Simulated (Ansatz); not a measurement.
# Run report: CH$_{6}$GeS$_{2}$, geometry relaxation (part 2 of 2)

Continued. System: CH$_{6}$GeS$_{2}$. Method: RKS PBE0/def2-SVP (Ansatz 0.2.0). It belongs to a series of runs on one base structure; here: end point B relaxed.

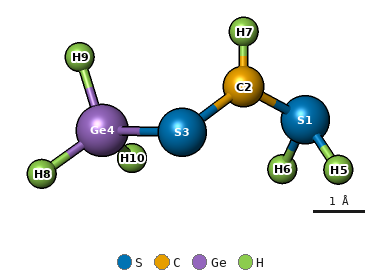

*The geometry at step 16 of the log (ball-and-stick view, seen at a tilt; atoms are numbered from 1 in the order of the input).*

Trajectory as extended XYZ, continued:
```
10
Properties=species:S:1:pos:R:3:forces:R:3 step=10 energy=-79290.15805
S    -0.2584    1.7928   -1.1553    1.3258  -0.5015  -0.0597
C     0.7512    1.0410    0.1177   -0.9111   0.1025  -0.5002
S     1.2300   -0.6233   -0.2237    0.1115   0.1827   0.1061
Ge   -0.6281   -1.7920    0.3107    0.0295   0.0603  -0.0548
H     0.6097    2.6504   -1.8858   -0.4276  -0.5460   0.2268
H    -0.1561    0.7955   -2.1320   -0.2820   0.6570   0.3808
H     0.2130    1.2077    1.0627    0.0954   0.0287  -0.0930
H    -0.3923   -3.3106    0.1682    0.0156   0.0138  -0.0093
H    -1.0191   -1.4503    1.7622    0.0121  -0.0029  -0.0025
H    -1.8002   -1.3651   -0.6093    0.0309   0.0054   0.0058
10
Properties=species:S:1:pos:R:3:forces:R:3 step=11 energy=-79290.34252
S    -0.1972    1.8112   -1.0886    0.5983  -0.0113  -1.1310
C     0.6711    1.0336    0.1182   -0.5259  -0.4203   0.4259
S     1.2632   -0.5931   -0.2106    0.2230   0.0062   0.1417
Ge   -0.5964   -1.7693    0.2915    0.0137   0.0828  -0.0641
H     0.7138    2.5096   -1.9429   -0.4478  -0.4520   0.2706
H    -0.3406    0.8009   -2.0688   -0.1992   0.7101   0.3639
H     0.1620    1.2073    1.0748    0.2215   0.0471   0.0005
H    -0.3730   -3.2883    0.1384    0.0572   0.0319  -0.0194
H    -0.9991   -1.4382    1.7420    0.0196  -0.0025  -0.0014
H    -1.7542   -1.3276   -0.6386    0.0396   0.0078   0.0134
10
Properties=species:S:1:pos:R:3:forces:R:3 step=12 energy=-79290.48336
S    -0.1506    1.8571   -1.0984    0.4842  -0.7357  -0.2426
C     0.5813    0.9790    0.1456   -0.3427   0.1913  -0.3920
S     1.3057   -0.5981   -0.1680   -0.2388   0.1996   0.1822
Ge   -0.5708   -1.7594    0.2880    0.0978  -0.0083  -0.0937
H     0.8082    2.3871   -2.0037   -0.2740  -0.3453   0.3752
H    -0.5154    0.8920   -2.0715   -0.0094   0.6372   0.3158
H     0.1328    1.2072    1.1202    0.1594   0.0884  -0.1417
H    -0.3378   -3.2743    0.1187    0.0091  -0.0321   0.0055
H    -0.9874   -1.4361    1.7361    0.0297  -0.0176  -0.0053
H    -1.7163   -1.3084   -0.6515    0.0846   0.0226  -0.0035
10
Properties=species:S:1:pos:R:3:forces:R:3 step=13 energy=-79290.57418
S    -0.1131    1.8660   -1.0891   -0.0996  -0.0620  -0.9506
C     0.5049    0.9614    0.1349   -0.1515   0.1056   0.8212
S     1.2903   -0.5756   -0.1144    0.0994  -0.1665   0.0583
Ge   -0.5590   -1.7793    0.2824    0.0546   0.0310  -0.0463
H     0.8924    2.2351   -2.0097   -0.3074  -0.2166   0.2004
H    -0.6809    0.9947   -2.0637    0.2124   0.5282   0.3677
H     0.1686    1.2986    1.1344    0.2268  -0.1105  -0.4698
H    -0.3099   -3.2915    0.1049    0.0002  -0.0097  -0.0069
H    -0.9837   -1.4633    1.7291   -0.0552  -0.0569  -0.0174
H    -1.6600   -1.3000   -0.6934    0.0204  -0.0427   0.0435
10
Properties=species:S:1:pos:R:3:forces:R:3 step=14 energy=-79290.61840
S    -0.0803    1.9284   -1.1074    0.2220  -0.4445  -0.4882
C     0.4795    0.9921    0.1450   -0.0558  -0.0813   0.1880
S     1.2673   -0.5749   -0.0589   -0.1073   0.4119   0.0539
Ge   -0.5539   -1.8293    0.2914   -0.0979   0.0806   0.0078
H     0.9401    2.1347   -2.0574   -0.3226  -0.0801   0.2310
H    -0.7751    1.1395   -2.0628    0.2222   0.3464   0.3864
H     0.2305    1.4132    1.1336    0.1210  -0.1730  -0.3634
H    -0.2840   -3.3380    0.1050    0.0657   0.0300  -0.0218
H    -1.0320   -1.5531    1.7302   -0.0389  -0.0463  -0.0184
H    -1.6425   -1.3666   -0.7032   -0.0084  -0.0438   0.0246
10
Properties=species:S:1:pos:R:3:forces:R:3 step=15 energy=-79290.57723 accepted=F
S    -0.0164    1.8960   -1.1534   -0.1166   0.5824   1.0498
C     0.4973    1.0000    0.1372   -0.0653   0.4437  -0.0368
S     1.2554   -0.5439    0.0659   -0.0564  -0.6155  -0.1796
Ge   -0.5927   -1.8004    0.2945    0.2952  -0.2926   0.1081
H     0.9619    2.0194   -2.1024   -0.0229  -0.2733  -0.5050
H    -0.9131    1.2249   -1.9469    0.1243  -0.2390  -0.5249
H     0.3446    1.4890    1.0905   -0.0954   0.3134   0.2009
H    -0.1488   -3.2596    0.0460   -0.1166  -0.0513   0.0414
H    -1.1655   -1.6538    1.7254    0.0198   0.0272  -0.1471
H    -1.6732   -1.4255   -0.7412    0.0341   0.1048  -0.0069
10
Properties=species:S:1:pos:R:3:forces:R:3 step=16 energy=-79290.65618
S    -0.0464    1.9327   -1.1126    0.0227   0.0337  -0.2072
C     0.4874    1.0097    0.1488   -0.0023  -0.0081   0.1579
S     1.2495   -0.5517   -0.0083    0.0101  -0.0323  -0.0157
Ge   -0.5686   -1.8280    0.2921   -0.0083  -0.0262   0.0209
H     0.9284    2.0480   -2.0988   -0.0061  -0.0054   0.0776
H    -0.8149    1.1934   -2.0084   -0.0453   0.0061   0.0597
H     0.2913    1.4660    1.1212    0.0240   0.0333  -0.0470
H    -0.2191   -3.3171    0.0780    0.0063   0.0271  -0.0025
H    -1.1053   -1.6106    1.7221    0.0053  -0.0182  -0.0383
H    -1.6526   -1.3962   -0.7187   -0.0064  -0.0101  -0.0055
10
Properties=species:S:1:pos:R:3:forces:R:3 step=17 energy=-79290.66327
S    -0.0269    1.9425   -1.1239    0.0167   0.0390   0.0272
C     0.4947    1.0364    0.1586   -0.0343  -0.0052   0.0850
S     1.2286   -0.5411    0.0331    0.0190   0.0067  -0.0409
Ge   -0.5816   -1.8408    0.2881    0.0048  -0.0179   0.0441
H     0.9378    1.9956   -2.1210   -0.0492  -0.0551  -0.0299
H    -0.8626    1.2171   -1.9673    0.0482   0.0069  -0.0079
H     0.3537    1.5410    1.1163    0.0034   0.0027  -0.0329
H    -0.1839   -3.3159    0.0599   -0.0062   0.0379   0.0038
H    -1.1507   -1.6575    1.7104   -0.0006  -0.0170  -0.0420
H    -1.6595   -1.4312   -0.7386   -0.0019   0.0019  -0.0066
10
Properties=species:S:1:pos:R:3:forces:R:3 step=18 energy=-79290.65770 accepted=F
S     0.0057    1.9534   -1.1190   -0.1511  -0.0965  -0.0014
C     0.4810    1.0471    0.1832    0.1610   0.0517  -0.0316
S     1.2375   -0.5226    0.0636   -0.1556   0.0172   0.0384
Ge   -0.5732   -1.8323    0.2724    0.0236  -0.0072  -0.0231
H     0.9139    1.8544   -2.1657    0.0311   0.0173   0.1228
H    -0.9227    1.2617   -1.8881   -0.0153   0.0073  -0.1167
H     0.3828    1.5856    1.1262    0.0840   0.0216   0.0138
H    -0.1544   -3.2985    0.0532    0.0036  -0.0369  -0.0297
H    -1.1941   -1.6759    1.6711    0.0041   0.0287   0.0374
H    -1.6268   -1.4267   -0.7815    0.0146  -0.0033  -0.0099
10
Properties=species:S:1:pos:R:3:forces:R:3 step=19 energy=-79290.66646
S    -0.0208    1.9429   -1.1268   -0.0445   0.0051   0.0168
C     0.4686    1.0493    0.1783    0.0127   0.0144   0.0178
S     1.2193   -0.5206    0.0595    0.0025  -0.0352   0.0053
Ge   -0.5814   -1.8399    0.2834   -0.0185   0.0263   0.0141
H     0.9303    1.9257   -2.1385    0.0301  -0.0027  -0.0225
H    -0.8741    1.2102   -1.9412    0.0010   0.0024   0.0137
H     0.4022    1.5982    1.1191   -0.0068   0.0000  -0.0230
H    -0.1697   -3.3037    0.0289    0.0116  -0.0084  -0.0136
H    -1.1731   -1.7003    1.6992    0.0050   0.0057  -0.0072
H    -1.6516   -1.4156   -0.7465    0.0069  -0.0076  -0.0014
10
Properties=species:S:1:pos:R:3:forces:R:3 step=20 energy=-79290.66288 accepted=F
S    -0.0223    1.9339   -1.1201    0.0541  -0.0330  -0.0188
C     0.4853    1.0512    0.1860    0.0103   0.0047  -0.0180
S     1.2205   -0.5301    0.0749   -0.0568   0.0849  -0.0016
Ge   -0.5951   -1.8283    0.2855    0.1178  -0.0383  -0.0795
H     0.9191    1.8999   -2.1454   -0.0329   0.0084   0.0329
H    -0.8880    1.1957   -1.9164   -0.0108  -0.0031  -0.0065
H     0.4119    1.6055    1.1224    0.0144  -0.0110   0.0100
H    -0.1486   -3.2785    0.0001   -0.0530  -0.0101   0.0869
H    -1.1854   -1.6737    1.7001   -0.0234  -0.0467  -0.0430
H    -1.6477   -1.4295   -0.7719   -0.0197   0.0443   0.0375
10
Properties=species:S:1:pos:R:3:forces:R:3 step=21 energy=-79290.66688
S    -0.0237    1.9391   -1.1213   -0.0140   0.0059  -0.0058
C     0.4812    1.0517    0.1817    0.0040  -0.0013   0.0081
S     1.2238   -0.5225    0.0636    0.0025  -0.0153   0.0046
Ge   -0.5819   -1.8359    0.2785   -0.0043   0.0089   0.0104
H     0.9192    1.9160   -2.1416    0.0066  -0.0014  -0.0083
H    -0.8859    1.2039   -1.9246    0.0005   0.0021   0.0070
H     0.4117    1.6006    1.1216   -0.0033  -0.0006  -0.0023
H    -0.1666   -3.3011    0.0340    0.0037   0.0013  -0.0083
H    -1.1857   -1.6866    1.6878    0.0016   0.0033  -0.0036
H    -1.6425   -1.4193   -0.7643    0.0028  -0.0030  -0.0018
10
Properties=species:S:1:pos:R:3:forces:R:3 step=22 energy=-79290.66702
S    -0.0257    1.9343   -1.1178    0.0016   0.0017  -0.0095
C     0.4898    1.0534    0.1858    0.0014   0.0025  -0.0014
S     1.2286   -0.5229    0.0706   -0.0019  -0.0028   0.0060
Ge   -0.5812   -1.8314    0.2751    0.0027  -0.0002  -0.0020
H     0.9092    1.9023   -2.1459   -0.0074  -0.0011   0.0066
H    -0.8971    1.1967   -1.9092    0.0015   0.0011  -0.0011
H     0.4194    1.6046    1.1243    0.0015  -0.0038   0.0009
H    -0.1643   -3.2966    0.0323   -0.0016   0.0022   0.0012
H    -1.1966   -1.6770    1.6785    0.0016  -0.0014  -0.0008
H    -1.6326   -1.4174   -0.7782    0.0005   0.0019   0.0001
```

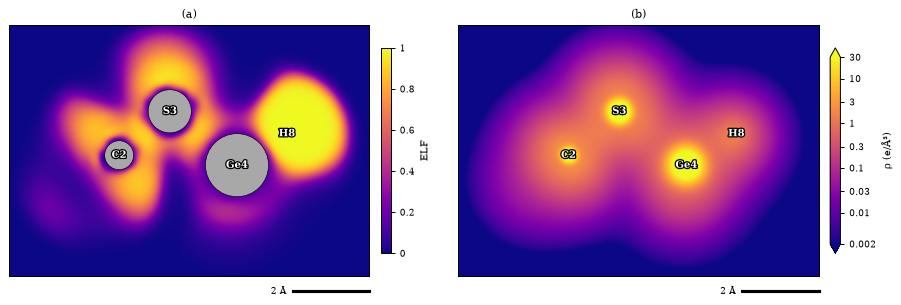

*(a) ELF; (b) electron density on the plane of atoms C2, S3 and Ge4. Grey discs, where drawn, cover atomic cores.*

Atoms in the plane: C, S, Ge and H. Ge–H (1.54 Å): ρ is about 1 e/Å³ halfway, with its minimum of 0.88 e/Å³ about 0.9 Å from Ge; the ELF climbs to about 1 towards the hydrogen, as it does in any bond to H.

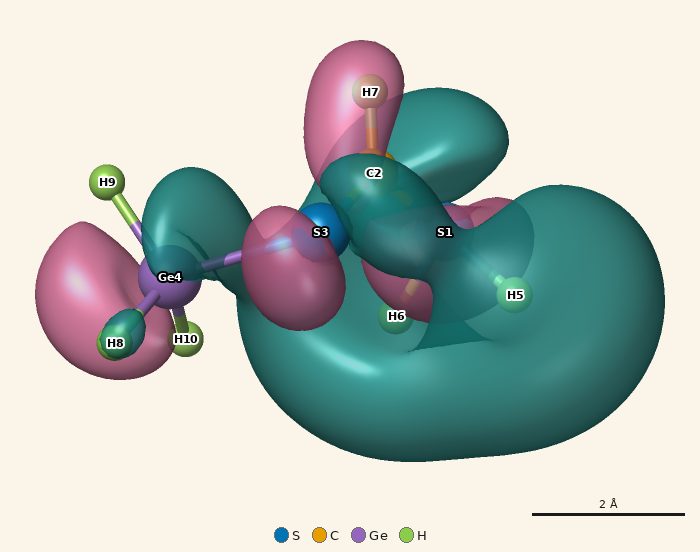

*The LUMO at ±0.06 Å⁻³ᐟ² (teal and pink are the two phases), seen at a tilt.*

Its weight (Hirshfeld) is mainly on S1 (30 %), H5 (30 %) and H6 (20 %). Its energy is 0.13 eV.

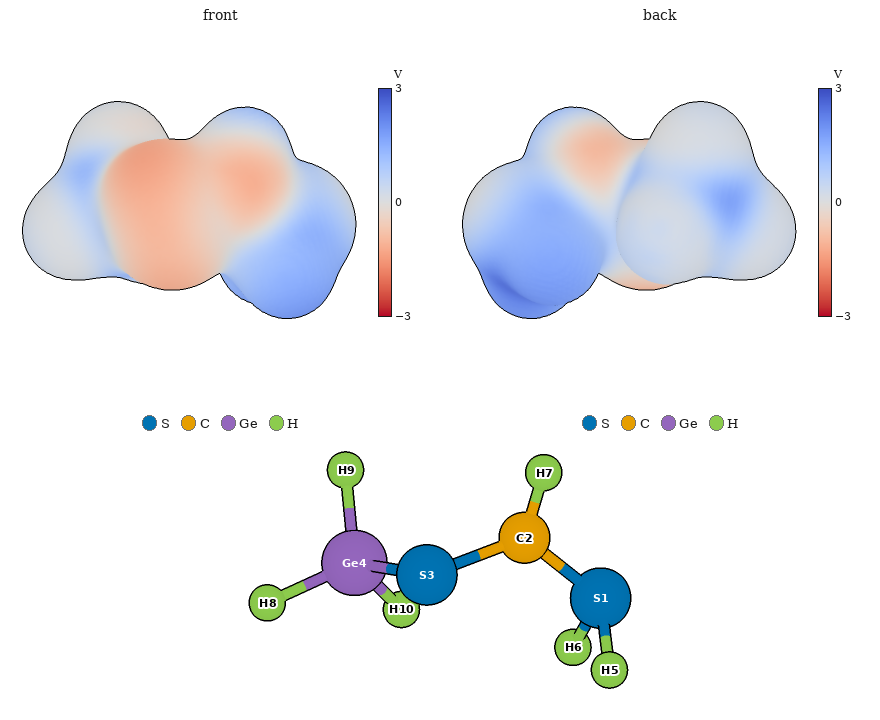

*The electrostatic potential painted on the density surface at 0.004 e/bohr³, seen at a tilt and from behind; red is negative and blue positive. The bare structure is drawn below in the same view.*

A positive charge is drawn to the negative regions and a negative charge to the positive ones.

The run was set up as follows.

Input file:
```yaml
crystal:
  periodic: [false, false, false]
  atoms:
    - { symbol: S, position_ang: [-0.0195, 1.4502, -1.4609] }
    - { symbol: C, position_ang: [0.8495, 0.9388, -0.0078] }
    - { symbol: S, position_ang: [1.3207, -0.7976, -0.2182] }
    - { symbol: Ge, position_ang: [-0.5734, -1.6242, 0.3074] }
    - { symbol: H, position_ang: [-0.2352, 2.786, -0.9724] }
    - { symbol: H, position_ang: [0.23435, 0.57469, -2.49698] }
    - { symbol: H, position_ang: [0.265, 1.0796, 0.9112] }
    - { symbol: H, position_ang: [-0.5419, -3.1661, 0.2762] }
    - { symbol: H, position_ang: [-1.0526, -1.147, 1.7721] }
    - { symbol: H, position_ang: [-1.6973, -1.1483, -0.6952] }
basis:
  gaussian: { orbitals: def2-SVP }
hamiltonian:
  xc: pbe0
relax:
  f_tol: 0.02
  max_steps: 50
output:
  orbitals: {}
```

Launched with:
```bash
ansatz run input.yaml --threads 2 --pin off --max-ram 3072MiB --backend cpu --events-out ev --progress --plain --runs-dir out
```

Key numbers:

- outcome: converged
- total energy: −79290.6670 eV
- mean-field energy: −79290.6670 eV
- largest force (length of the vector) at the end: 0.010 eV/Å
- hardware: 2 threads of Arm Neoverse V1, 24 GiB of memory available, shared host
- wall time: 81 s (CPU time 2.6 min)
- peak memory: 0.28 GiB
